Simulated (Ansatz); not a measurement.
**Mg3Sb2 (A-La2O3 type, space group P-3m1): energy over volume and axial ratio**

Mg3Sb2 (A-La2O3 type, space group P-3m1)

```cif
data_Mg3Sb2
_chemical_formula_sum 'Sb2 Mg3'
_space_group_name_H-M_alt 'P-3m1'
_space_group_IT_number 164
_space_group_name_Hall '-P 3 2"'
_cell_length_a 4.59592
_cell_length_b 4.59592
_cell_length_c 7.27158
_cell_angle_alpha 90.000
_cell_angle_beta 90.000
_cell_angle_gamma 120.000
loop_
_atom_site_label
_atom_site_type_symbol
_atom_site_symmetry_multiplicity
_atom_site_Wyckoff_symbol
_atom_site_fract_x
_atom_site_fract_y
_atom_site_fract_z
_atom_site_occupancy
Sb1 Sb 2 d 0.33333 0.66667 0.22580 1
Mg1 Mg 1 a 0.00000 0.00000 0.00000 1
Mg2 Mg 2 d 0.66667 0.33333 0.36763 1
```

The relaxed cell is deformed in two ways at once: its volume V is scaled, and at that volume it is stretched along z (the c axis of the conventional cell) so that c/a changes. Fractional atomic positions are held.

The numbers are results of PBE (plane waves to 420 eV, PAW, scalar-relativistic; Ansatz, a first-principles code), not measurements. k mesh 12×12×7 (Γ-centred), Fermi-Dirac smearing 0.05 eV. The energy includes the smearing's −TS. As the atoms are clamped, bonds stretch with the cell, which overstates energies and stresses. Mg3Sb2 was relaxed with its symmetry unable to fall. Spin-orbit coupling is left out, though Sb is heavy. ΔE is measured from the relaxed starting cell.

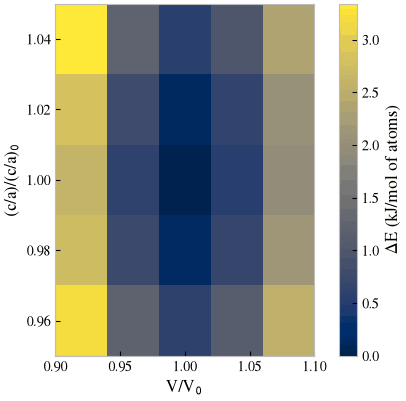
Figure. ΔE (kJ/mol of atoms) over the 5×5 grid of computed points.

The modulus against c/a change at fixed volume, (3/4V)·∂²E/∂(ln c/a)² (fit, atoms clamped) comes out as 33 GPa, an upper bound as the atoms could relax. Lowest place on the grid: V/V₀ = 1.000, (c/a)/(c/a)₀ = 1.000 (0.0 meV/atom). Highest place on the grid: V/V₀ = 0.920, (c/a)/(c/a)₀ = 1.040 (34.6 meV/atom).

Near the relaxed cell σzz − σxx = −2Cδ (compression positive), C being this modulus and δ the logarithm of the ratio.

(A scan under strain: stresses follow from slopes of the energy per volume, elastic moduli from its curvatures.)
